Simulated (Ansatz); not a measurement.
**InHCl (SMILES [Cl][InH]): UCCSDT/STO-3G**

What is the vertical ionisation energy of InHCl at UCCSDT/STO-3G? 

The results are computed with Ansatz 0.2.0.

69 further runs of the same task are left out: 6 that didn't finish, 63 set aside as unsound or not needed.

## (1) Starting point

InHCl has 3 atoms, charge 0, and is taken as a doublet. SMILES: `[Cl][InH]`. Geometry: relaxed at PBE0-D4/def2-TZVP.

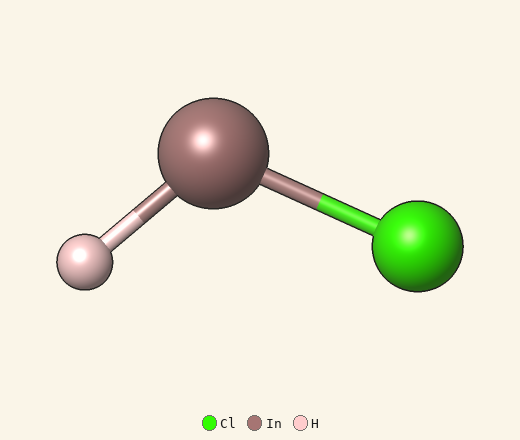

The structure, seen from a chosen angle (chlorine green, indium brown, hydrogen pink).

## (2) A single-point energy at UCCSDT/STO-3G

Input file molecule.yaml:

```yaml
crystal:
  periodic: [false, false, false]
  atoms:
    - {symbol: Cl, position_ang: [-1.649800, 0.396800, -0.867400]}
    - {symbol: In, position_ang: [0.409500, 0.542400, 0.286100]}
    - {symbol: H, position_ang: [1.229400, -1.003900, 0.568100]}
basis:
  gaussian: {orbitals: STO-3G}
magnetization: {spin_polarized: true, initial_magnetization: 1}
correlation: {method: ccsdt, frozen_orbitals: {Cl: 5, H: 0, In: 18}}
accuracy: high
scf: {omitted_lower_state_checks: [cluster_reference, increment]}
```

The run is started by

```sh
$ ansatz run molecule.yaml --threads 1 --pin off --max-ram 2610MiB --events-out events.jsonl --progress --plain --runs-dir runs
```

Output, cut to the lines that bear on the results:

```text
Warning: RAYON_NUM_THREADS=1 ignored (pool sized by the plan → 1); use --threads N
Functional definition: HF
  name "HF"
[...]
662 factors; integrals over basis functions are off by at most 8.9e-9 eV
[...]
mean field -167025.54192472 eV, -6138.0754517547 hartree, gradient 2.4e-8 eV, S^2 0.755530; 0 other end points of the search recorded, 0 dependent functions left out
23 core orbitals not correlated: weight in the atoms' cores, before any rotation towards them, 1.000 or more for the frozen orbitals, at most 0.000 for the correlated occupied ones
reference -167025.54192472 eV, -6138.0754517547 hartree; 11, 10 occupied and 3, 4 virtual orbitals, 662 factors
second order -0.57008978 eV of doubles, -0.00000000 eV of singles
cycle   1  -0.72994461 eV  change   -1.6e-1 eV  update   5.2e-2
[...]
cycle  24  -0.88998609 eV  change   -2.0e-9 eV  update   1.9e-9
Total energy: -167026.43191080 eV, -6138.1081581401 hartree
Checks for a lower state left out: cluster_reference, increment
```

Run time: 2.9 s. Hardware: 1 thread of Arm Neoverse V1, shared host; peak memory 0.16 GiB.

## (3) The singlet cation, same level

Input file job.yaml:

```yaml
crystal:
  periodic: [false, false, false]
  atoms:
    - {symbol: Cl, position_ang: [-1.649800, 0.396800, -0.867400]}
    - {symbol: In, position_ang: [0.409500, 0.542400, 0.286100]}
    - {symbol: H, position_ang: [1.229400, -1.003900, 0.568100]}
basis:
  gaussian:
    orbitals: STO-3G
correlation:
  method: ccsdt
  frozen_orbitals: {Cl: 5, H: 0, In: 18}
accuracy: high
scf:
  omitted_lower_state_checks: [cluster_reference, increment]
total_charge: 1
```

The run is started by

```sh
$ ansatz run job.yaml --threads 1 --pin off --max-ram 2610MiB --events-out events.jsonl --progress --plain --runs-dir runs
```

Output, cut to the lines that bear on the results:

```text
Warning: RAYON_NUM_THREADS=1 ignored (pool sized by the plan → 1); use --threads N
[... 2 set-up lines as earlier in the session ...]
[...]
662 factors; integrals over basis functions are off by at most 8.9e-9 eV
[...]
mean field -167020.14068374 eV, -6137.8769598099 hartree, gradient 3.3e-8 eV, S^2 0.000000; 0 other end points of the search recorded, 0 dependent functions left out
23 core orbitals not correlated: weight in the atoms' cores, before any rotation towards them, 1.000 or more for the frozen orbitals, at most 0.000 for the correlated occupied ones
reference -167020.14068374 eV, -6137.8769598099 hartree; 10, 10 occupied and 4, 4 virtual orbitals, 662 factors
second order -0.88021917 eV of doubles, -0.00000000 eV of singles
cycle   1  -1.07154886 eV  change   -1.9e-1 eV  update   8.7e-2
[...]
cycle  27  -1.36252641 eV  change  -6.3e-10 eV  update   1.5e-9
Total energy: -167021.50321015 eV, -6137.9270317321 hartree
Checks for a lower state left out: cluster_reference, increment
```

It took 1.1 s on 1 thread of Arm Neoverse V1, shared host; peak memory 0.1 GiB.

## (4) Summary of results

At UCCSDT/STO-3G, 23 core orbitals frozen:

| quantity | value |
| --- | --- |
| doublet InHCl: total energy | -6138.10816 Eh |
| doublet InHCl: correlation energy (23 core orbitals frozen) | -32.7 mEh |
| doublet InHCl: ⟨S²⟩ of the reference determinant | 0.756 |
| doublet InHCl: T1 diagnostic | 0.009 |
| singlet cation: total energy | -6137.92703 Eh |
| singlet cation: correlation energy (23 core orbitals frozen) | -50.1 mEh |
| singlet cation: T1 diagnostic | 0.020 |
| vertical ionisation energy (to the singlet cation) | 4.929 eV |

**Reading.** Removing an electron at fixed nuclei costs 4.93 eV (114 kcal/mol). Only the singlet of the ionised species was computed; a triplet could lie lower. In a minimal basis such a difference can be off by several eV, whatever the method. Relativity is left out (doublet InHCl) although the molecule holds a heavy atom. Relativity is left out (singlet cation) although the molecule holds a heavy atom.
